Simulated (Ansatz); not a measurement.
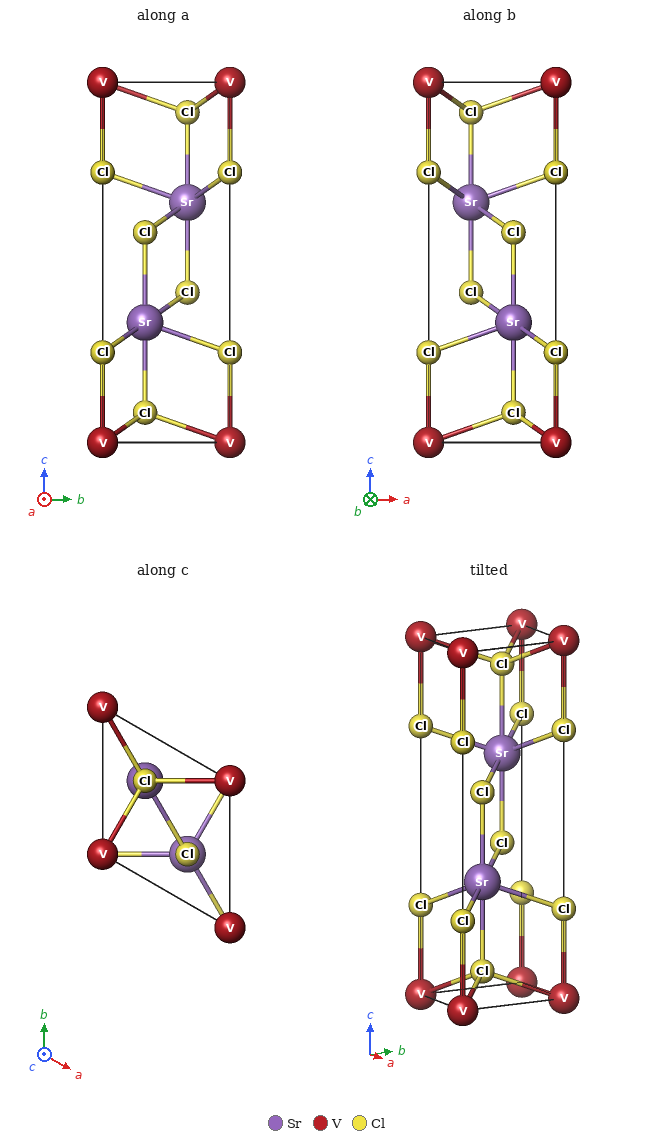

We look at a ball-and-stick model of the crystal along the a axis, along the b axis, along the c axis and slightly off an axis. The wireframe shows the conventional unit cell.

Lattice parameters: a = 4.9333 Å, b = 4.9333 Å, c = 12.0840 Å, α = 90.000°, β = 90.000°, γ = 120.000°.

Convert the drawing into a CIF with its space group and independent sites.

Answer.
```cif
data_structure
_symmetry_space_group_name_H-M 'P -3 m 1'
_symmetry_Int_Tables_number 164
_cell_length_a 4.9333
_cell_length_b 4.9333
_cell_length_c 12.0840
_cell_angle_alpha 90.000
_cell_angle_beta 90.000
_cell_angle_gamma 120.000
_cell_volume 254.69
loop_
_atom_site_label
_atom_site_type_symbol
_atom_site_symmetry_multiplicity
_atom_site_Wyckoff_symbol
_atom_site_fract_x
_atom_site_fract_y
_atom_site_fract_z
_atom_site_occupancy
Sr1 Sr 2 d 0.6667 0.3333 0.3333 1
V1 V 1 a 0.0000 0.0000 0.0000 1
Cl1 Cl 2 d 0.3333 0.6667 0.4167 1
Cl2 Cl 2 c 0.0000 0.0000 0.7500 1
Cl3 Cl 2 d 0.6667 0.3333 0.0833 1
```

Starting structure: a structure type filled with these elements by a generator (whether the compound takes this form wasn't checked). Earlier steps of the study may have refined or changed the cell and positions. Ansatz was used for an electronic-structure calculation on it.
